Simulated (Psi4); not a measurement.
# InN2H5 (SMILES [NH2][InH][NH2]) at OMP2/def2-SVP (core potential, density fitting for correlation)

Aim: the energy change on altering one bond length of InN2H5 at OMP2/def2-SVP (core potential, density fitting for correlation), from 2 runs. 

The calculation is run with Psi4 1.11.

9 further runs of the same task are left out: 7 that didn't finish, 2 set aside as unsound or not needed. Runs told in other sessions of the task aren't counted.

## 1. The structure to begin with

The species is InN2H5 (8 atoms), meant as a singlet with charge 0. As SMILES, `[NH2][InH][NH2]`. Geometry: relaxed at PBE0-D4/def2-TZVP.

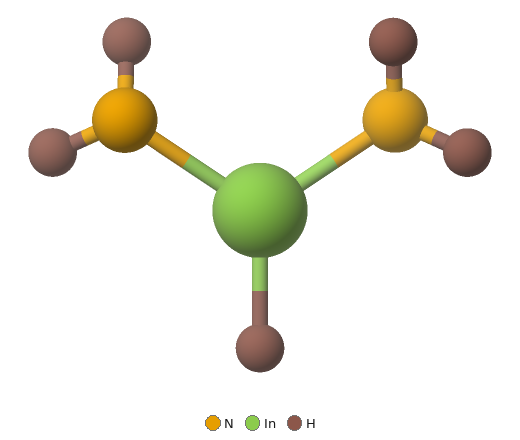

Viewed from a chosen angle; nitrogen amber, indium green, hydrogen brown.

## 2. The energy at OMP2/def2-SVP (core potential, density fitting for correlation)

The input, job.in:

```
memory 2.2 GB

molecule mol {
  0 1
  N
  In 1 2.018184
  N 2 2.018141 1 112.72333
  H 1 1.008426 2 119.28814 3 18.76805
  H 1 1.008014 4 109.60232 2 -143.33452
  H 2 1.70331 3 123.63027 1 -179.99422
  H 3 1.007953 2 119.67322 6 -21.56562
  H 3 1.008405 7 109.61074 2 143.2183
  symmetry c1
}

set basis def2-SVP
set puream true
set e_convergence 1e-09
set d_convergence 1e-08
set scf_type pk
set num_frozen_docc 6

energy_value, wavefunction = energy("omp2", return_wfn=True)
```

Launch:

```
psi4 -n 1 job.in job.out
```

job.out (excerpt; [...] marks lines left out):

```text
[...]
    !!!  WARNING: ECP capability is in beta. Please check occupations closely.  !!!
[...]
  Running in c1 symmetry.
[...]
  Nuclear repulsion =  130.554370188351839
[...]
  Multiplicity = 1
[...]
  Nalpha       = 20
  Nbeta        = 20
[...]
    Number of basis functions: 79
[...]
   @RHF iter   1:  -300.68819953976367   -1.65064e+00   8.72446e-03 ADIIS/DIIS
[...]
   @RHF iter  12:  -300.91597736705768   -4.26326e-12   3.22410e-09 DIIS
[...]
    Orbital Energies [Eh]
    ---------------------
    Doubly Occupied:
       1A    -15.513507     2A    -15.513484     3A     -5.368832
       4A     -3.630164     5A     -3.622818     6A     -3.622658
       7A     -1.086328     8A     -1.084774     9A     -1.015356
      10A     -1.014258    11A     -1.012433    12A     -0.998758
      13A     -0.985284    14A     -0.615305    15A     -0.608786
      16A     -0.570420    17A     -0.470381    18A     -0.432215
      19A     -0.382231    20A     -0.365295
[...]
  @RHF Final Energy:  -300.91597736705768
   => Energetics <=
    Nuclear Repulsion Energy =            130.5543701883518395
    One-Electron Energy =                -747.1141190087389532
    Two-Electron Energy =                 315.6437714533294070
    Total Energy =                       -300.9159773670576783
[...]
 Multipole Moments:
 ------------------------------------------------------------------------------------
     Multipole            Electronic (a.u.)      Nuclear  (a.u.)        Total (a.u.)
 ------------------------------------------------------------------------------------
 L = 1.  Multiply by 2.5417464519 to convert [e a0] to [Debye]
 Dipole X            :          0.0003820           -0.0008303           -0.0004483
 Dipole Y            :         15.7689067          -15.7686372            0.0002694
 Dipole Z            :         10.4918282          -10.4916658            0.0001624
 Magnitude           :                                                    0.0005477
[...]
	Warning: cc_lambda option is changed to TRUE
	For this residual convergence, default PCG convergence is:     1.00e-07
[...]
	DF-MP2 Total Energy (a.u.)         :  -301.36050125653259
[...]
	DF-MP2 Total Energy (a.u.)         :  -301.36823443526146
[...]
	DF-OMP2 Total Energy (a.u.)        :  -301.36823443524418
[...]
```

It took 22 s on 1 thread of AMD EPYC 9R45 (Zen 5), shared host; peak memory 0.29 GiB.

## 3. The distorted shape at the same level

The input, job.in:

```
memory 2200 mb

molecule molecule1 {
  N     -1.943841     1.092556    -2.392976
  In     0.248000     0.564800     0.455500
  N      0.742700    -1.375200     0.709600
  H     -2.456241     0.311356    -2.772576
  H     -2.512341     1.923756    -2.437776
  H      0.799000     1.819200     1.467500
  H      1.570900    -1.614700     1.231800
  H      0.629500    -2.018100    -0.059000
  units angstrom
  symmetry c1
}

set {
  basis           def2-SVP
  puream          true
  e_convergence   1e-09
  d_convergence   1e-08
  scf_type        pk
  num_frozen_docc 6
}

e_tot, wfn = energy('omp2', return_wfn=True)
```

Launch:

```
psi4 job.in job.out -n 1
```

job.out (excerpt; [...] marks lines left out):

```text
[...]
    !!!  WARNING: ECP capability is in beta. Please check occupations closely.  !!!
[...]
  Running in c1 symmetry.
[...]
  Nuclear repulsion =  106.441092483313668
[...]
  Multiplicity = 1
[...]
  Nalpha       = 20
  Nbeta        = 20
[...]
    Number of basis functions: 79
[...]
   @RHF iter   1:  -300.41638106061413   -1.78668e+00   9.58403e-03 ADIIS/DIIS
[...]
   @RHF iter  15:  -300.74328454060799   -1.43814e-11   9.37364e-09 DIIS
[...]
    Orbital Energies [Eh]
    ---------------------
    Doubly Occupied:
       1A    -15.558324     2A    -15.477715     3A     -5.439669
       4A     -3.699654     5A     -3.694950     6A     -3.691282
       7A     -1.133814     8A     -1.084581     9A     -1.082887
      10A     -1.078981    11A     -1.077936    12A     -1.048786
      13A     -0.985239    14A     -0.650359    15A     -0.585692
      16A     -0.549702    17A     -0.484554    18A     -0.412434
      19A     -0.365112    20A     -0.247280
[...]
  @RHF Final Energy:  -300.74328454060799
   => Energetics <=
    Nuclear Repulsion Energy =            106.4410924833136676
    One-Electron Energy =                -697.6708530726467643
    Two-Electron Energy =                 290.4864760487250805
    Total Energy =                       -300.7432845406079878
[...]
 Multipole Moments:
 ------------------------------------------------------------------------------------
     Multipole            Electronic (a.u.)      Nuclear  (a.u.)        Total (a.u.)
 ------------------------------------------------------------------------------------
 L = 1.  Multiply by 2.5417464519 to convert [e a0] to [Debye]
 Dipole X            :         15.9360931          -14.7200273            1.2160658
 Dipole Y            :         11.4997792          -11.8805813           -0.3808021
 Dipole Z            :         23.8436113          -22.4220563            1.4215550
 Magnitude           :                                                    1.9090953
[...]
	Warning: cc_lambda option is changed to TRUE
	For this residual convergence, default PCG convergence is:     1.00e-07
[...]
	DF-MP2 Total Energy (a.u.)         :  -301.21216084692037
[...]
	DF-MP2 Total Energy (a.u.)         :  -301.23434897078630
[...]
	DF-OMP2 Total Energy (a.u.)        :  -301.23434897132495
[...]
```

It took 26 s on 1 thread of AMD EPYC 9R45 (Zen 5), shared host; peak memory 0.29 GiB.

## 4. What came out

At OMP2/def2-SVP (core potential, density fitting for correlation), 6 core orbitals frozen:

| quantity | value |
| --- | --- |
| first shape: total energy | -301.36823 Eh |
| first shape: HOMO energy (Hartree–Fock orbitals) | -9.94 eV |
| first shape: LUMO energy (Hartree–Fock orbitals) | 2.17 eV |
| first shape: HOMO–LUMO gap (Hartree–Fock orbitals) | 12.11 eV |
| first shape: correlation energy (6 core orbitals frozen) | -452.3 mEh |
| distorted shape: total energy | -301.23435 Eh |
| distorted shape: HOMO energy (Hartree–Fock orbitals) | -6.73 eV |
| distorted shape: LUMO energy (Hartree–Fock orbitals) | -0.23 eV |
| distorted shape: HOMO–LUMO gap (Hartree–Fock orbitals) | 6.50 eV |
| distorted shape: correlation energy (6 core orbitals frozen) | -491.1 mEh |
| energy change with the N1–In2 bond stretched from 2.018 to 3.633 Å | 3.643 eV |

What this shows: With the N1–In2 bond stretched from 2.018 to 3.633 Å the energy rises by 3.64 eV (84 kcal/mol). The first shape isn't relaxed at this level, so the change isn't measured from a minimum. A restricted reference can't describe the breaking bond well at this length.
